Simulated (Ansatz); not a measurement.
# SiCNCl2F (SMILES N#C[Si](F)(Cl)Cl) at PBE-QIDH/cc-pVDZ

Aim: the energy change on altering one bond length of SiCNCl2F at PBE-QIDH/cc-pVDZ, from 2 runs. 

Program for the calculation: Ansatz 0.2.0.

136 further runs of the same task are left out: 6 that didn't finish, 130 set aside as unsound or not needed. Runs told in other sessions of the task aren't counted.

### Step 1. Starting point

SiCNCl2F has 6 atoms, charge 0, and is taken as a singlet. As SMILES, `N#C[Si](F)(Cl)Cl`. Geometry: relaxed at PBE0-D4/def2-TZVP.

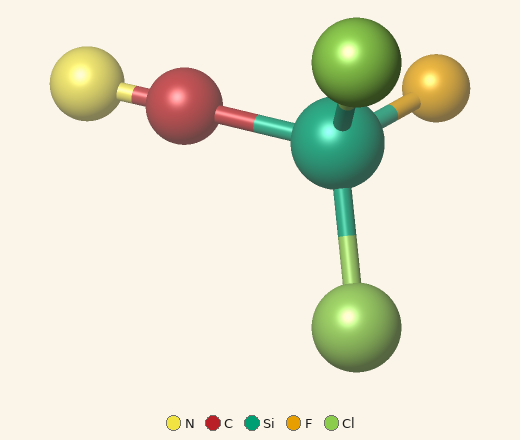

The structure, seen from a chosen angle (nitrogen yellow, carbon red, silicon teal, fluorine amber, chlorine green).

### Step 2. The energy at PBE-QIDH/cc-pVDZ

Input file molecule.yaml:

```yaml
crystal:
  periodic: [false, false, false]
  atoms:
    - {symbol: N, position_ang: [1.752600, -1.361000, 1.114200]}
    - {symbol: C, position_ang: [0.923100, -0.763300, 0.585900]}
    - {symbol: Si, position_ang: [-0.381900, 0.210300, -0.249400]}
    - {symbol: F, position_ang: [-1.471500, -0.801900, -0.758800]}
    - {symbol: Cl, position_ang: [0.422900, 1.177100, -1.812500]}
    - {symbol: Cl, position_ang: [-1.203100, 1.474700, 1.074300]}
basis:
  gaussian: {orbitals: cc-pVDZ}
hamiltonian: {xc: {name: PBE-QIDH}}
correlation: {frozen_orbitals: {C: 1, Cl: 5, F: 1, "N": 1, Si: 5}}
accuracy: high
output: {orbitals: {seedname: orbitals}}
```

On the command line:

```bash
$ ansatz run molecule.yaml --threads 1 --pin off --max-ram 3480MiB --events-out events.jsonl --progress --plain --runs-dir runs
```

The log of the run:

```text
Warning: RAYON_NUM_THREADS=1 ignored (pool sized by the plan → 1); use --threads N
Functional definition: PBE-QIDH
  name "PBE-QIDH"
  parameter a = 3^(-1/3)
  parameter c = 1/3
  exchange = (1 - a)*pbe_x + a*exact_x
  correlation = (1 - c)*pbe_c + c*(mp2_os + mp2_ss)
2106 factors; integrals over basis functions are off by at most 3.2e-9 eV
mean field evaluation 1: about -38131.6644 eV, gradient 3.9e1 eV
mean field evaluation 2: about -38132.2041 eV, gradient 3.9e1 eV
mean field evaluation 4: about -38135.4914 eV, gradient 5.7e0 eV
mean field evaluation 8: about -38135.5855 eV, gradient 5.2e-1 eV
mean field evaluation 16: about -38135.5863 eV, gradient 1.4e-4 eV
mean field -38135.58628274 eV, -1401.4569466619 hartree, gradient 6.7e-8 eV, S^2 0.000000; 0 other end points of the search recorded, 0 dependent functions left out
18 core orbitals not correlated: weight in the atoms' cores, before any rotation towards them, 1.000 or more for the frozen orbitals, at most 0.000 for the correlated occupied ones
reference -38135.58628360 eV, -1401.4569466934 hartree; 17, 17 occupied and 61, 61 virtual orbitals, 2106 factors
second order -25.21712334 eV of doubles, -0.00000000 eV of singles
Total energy: -38143.99199138 eV, -1401.7658507567 hartree
```

Run time: 22 s. Hardware: 1 thread of Arm Neoverse V1, shared host; peak memory 0.38 GiB.

### Step 3. The distorted shape at the same level

Input file job.yaml:

```yaml
crystal:
  periodic: [false, false, false]
  atoms:
    - symbol: "N"
      position_ang: [1.108776, -2.134420, 2.364648]
    - symbol: C
      position_ang: [0.279276, -1.536720, 1.836348]
    - symbol: Si
      position_ang: [-1.025724, -0.563120, 1.001048]
    - symbol: F
      position_ang: [-2.115324, -1.575320, 0.491648]
    - symbol: Cl
      position_ang: [0.422900, 1.177100, -1.812500]
    - symbol: Cl
      position_ang: [-1.846924, 0.701280, 2.324748]
basis:
  gaussian:
    orbitals: cc-pVDZ
output:
  orbitals: {seedname: orbitals}
correlation:
  frozen_orbitals: {C: 1, Cl: 5, F: 1, "N": 1, Si: 5}
hamiltonian:
  xc: {name: PBE-QIDH}
accuracy: high
```

On the command line:

```bash
$ ansatz run job.yaml --threads 1 --pin off --max-ram 3480MiB --events-out events.jsonl --progress --plain --runs-dir runs
```

The log of the run, cut to the lines that bear on the results:

```text
Warning: RAYON_NUM_THREADS=1 ignored (pool sized by the plan → 1); use --threads N
[... 2 set-up lines as earlier in the session ...]
[...]
2045 factors; integrals over basis functions are off by at most 2.9e-9 eV
[...]
mean field -38130.47684781 eV, -1401.2691783916 hartree, gradient 4.3e-8 eV, S^2 0.000000; 0 other end points of the search recorded, 0 dependent functions left out; unrestricted orbitals would lower it
18 core orbitals not correlated: weight in the atoms' cores, before any rotation towards them, 1.000 or more for the frozen orbitals, at most 0.000 for the correlated occupied ones
reference -38130.47684878 eV, -1401.2691784272 hartree; 17, 17 occupied and 61, 61 virtual orbitals, 2045 factors
second order -26.24906655 eV of doubles, -0.00000000 eV of singles
Total energy: -38139.22653763 eV, -1401.5907235617 hartree
```

It took 22 s on 1 thread of Arm Neoverse V1, shared host; peak memory 0.46 GiB.

### Step 4. Summary of results

At PBE-QIDH/cc-pVDZ, 18 core orbitals frozen:

| quantity | value |
| --- | --- |
| first shape: total energy | -1401.76585 Eh |
| first shape: HOMO energy (SCF part's orbitals) | -12.39 eV |
| first shape: LUMO energy (SCF part's orbitals) | 0.72 eV |
| first shape: HOMO–LUMO gap (SCF part's orbitals) | 13.11 eV |
| distorted shape: total energy | -1401.59072 Eh |
| distorted shape: HOMO energy (SCF part's orbitals) | -9.73 eV |
| distorted shape: LUMO energy (SCF part's orbitals) | -4.57 eV |
| distorted shape: HOMO–LUMO gap (SCF part's orbitals) | 5.16 eV |
| energy change with the Si3–Cl5 bond stretched from 2.006 to 3.611 Å | 4.765 eV |

What this shows: With the Si3–Cl5 bond stretched from 2.006 to 3.611 Å the energy rises by 4.77 eV (460 kJ/mol). The first shape isn't relaxed at this level, so the change isn't measured from a minimum. A restricted reference can't describe the breaking bond well at this length. The restricted solution (distorted shape) is unstable to spin breaking: an unrestricted one lies lower.
